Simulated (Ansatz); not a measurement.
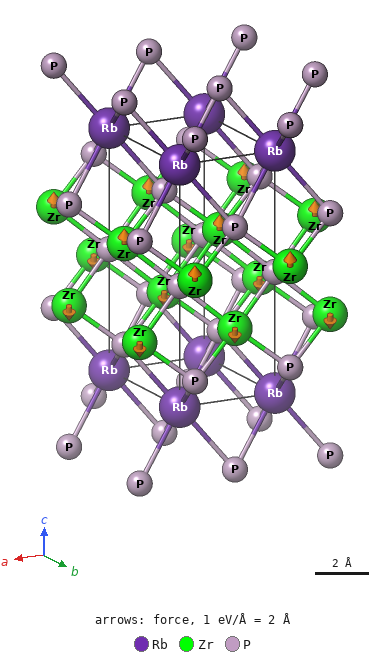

Starting geometry of crystalline RbZr2P3 (built on the CaSm2S3-164 type type) with the computed forces as orange arrows. The picture is a ball-and-stick view of the cell of the calculation, seen from a free direction.

Computed with DFT, r2SCAN+rVV10, plane waves, PAW in Ansatz. Set-up: plane-wave cutoff 500 eV; k-point mesh 12 × 12 × 2; occupations fermi dirac; smearing width 0.03 eV; no spin polarisation; cell and atoms relaxed; force threshold 0.01 eV/Å; at most 120 steps.

**Is this structure relaxed? If not, where do the atoms go?**

It isn't relaxed: the largest force vector, on Zr atoms, is 0.34 eV/Å. The atoms end up moving mostly along the starting forces (cosine between the two patterns 0.94). Over 4 accepted moves (6 points after the start) the energy falls by 50.6 meV per cell of the calculation. The largest force component goes from 0.34 to 0.00047 eV/Å. Pressure: 2.74 GPa at the start and 0.00 GPa at the end. The line search rejected the trial step at point 4 of the run. At 1 point the geometry stayed and the basis and grid were re-selected for the new cell (energy shift of 1.2 meV per cell of the calculation at most each time). The largest moves relative to the cell, 0.031 Å, are those of Zr atoms. Largest moves by element: Zr 0.031 Å, P 0.013 Å. Rb stays in place. The volume changes by +3.6 %, with a = b 3.760 → 3.810 Å (+1.3 %), c 10.871 → 10.960 Å (+0.8 %). Among the contacts that change: P–Zr 2.675 → 2.724 Å, P–Rb 3.282 → 3.326 Å, P–Zr 2.589 → 2.596 Å. The space group stays P-3m1 (No. 164). The run took 60 s on 2 threads of AMD EPYC 7R13 Processor (Zen 3), with other jobs on the host, peak memory 1.1 GiB.
